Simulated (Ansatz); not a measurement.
# γ-surface for MgO (rock salt)

MgO (rock salt) is sheared across one {100} plane: the third cell vector gains the shift, so faults repeat every 6.3 Å. The cut lies between planes 2.10 Å apart; the cell height is held.

```yaml
crystal:
  lattice:
    - [2.97295, 0.00000, 0.00000]
    - [0.00000, 2.97295, 0.00000]
    - [1.48647, 1.48647, 6.30657]
  atoms:
    - { symbol: O, position: [0.00000, 0.00000, 0.83333] }
    - { symbol: O, position: [0.33333, 0.33333, 0.16667] }
    - { symbol: O, position: [0.66667, 0.66667, 0.50000] }
    - { symbol: Mg, position: [0.50000, 0.50000, 0.83333] }
    - { symbol: Mg, position: [0.83333, 0.83333, 0.16667] }
    - { symbol: Mg, position: [0.16667, 0.16667, 0.50000] }
```

In-plane vectors a = (2.973, 0.000) Å, b = (0.000, 2.973) Å, area 8.84 Å². The shift is x·a + y·b, and the map repeats with period 1 in x and y. The shift is rigid: no atom relaxes. γ = [E(shift) − E(0)] / area.

Method: r2SCAN (plane waves to 500 eV, PAW, scalar-relativistic; Ansatz, a quantum-chemistry and plane-wave program). k mesh 10×10×10 (Γ-centred), Fermi-Dirac smearing 0.05 eV. Energies are extrapolated to zero smearing. Stress and pressure are positive under compression. Points where atoms come too close for the PAW data are left out (x in tables, blank in figures). Faults lie only 6.3 Å apart, and holding the cell height and the atoms raises γ above its relaxed value. MgO was relaxed with its symmetry unable to fall. γ is measured from zero shift.

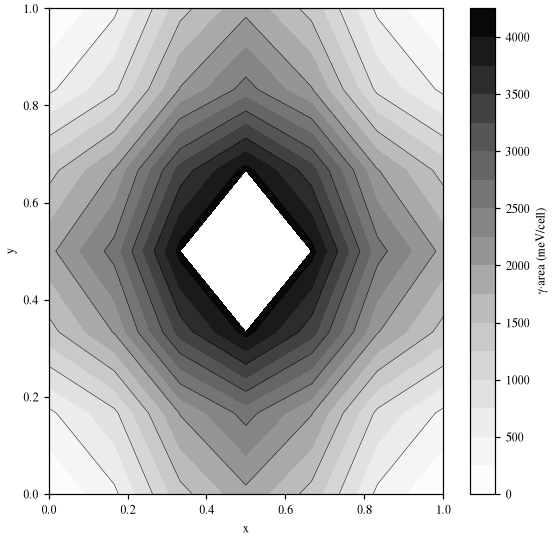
γ·area (meV/cell) over the 6×6 grid of computed points.

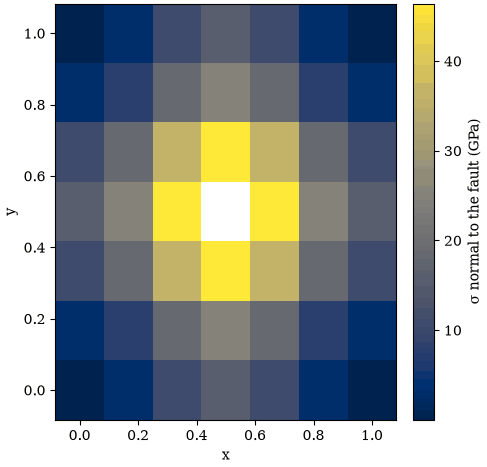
Fig. 1. σ normal to the fault (GPa) over the 6×6 grid of computed points.

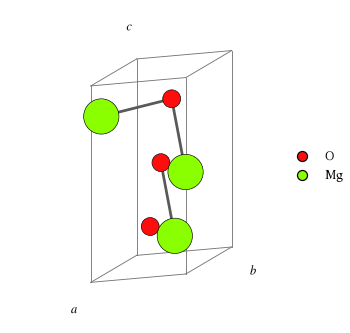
Fig. 1. The cell of the calculation at x = 0.667, y = 0.500.

The highest γ on the easiest grid path from zero shift to a (an upper estimate of the barrier on so coarse a grid) is 3.49 J/m². Lowest place on the grid: x = 0.000, y = 0.000 (0 mJ/m²). Local minima besides zero shift: no grid point is one.

(The slope of γ gives the shear force per area between the displaced halves; near zero shift its curvature is an elastic stiffness.)
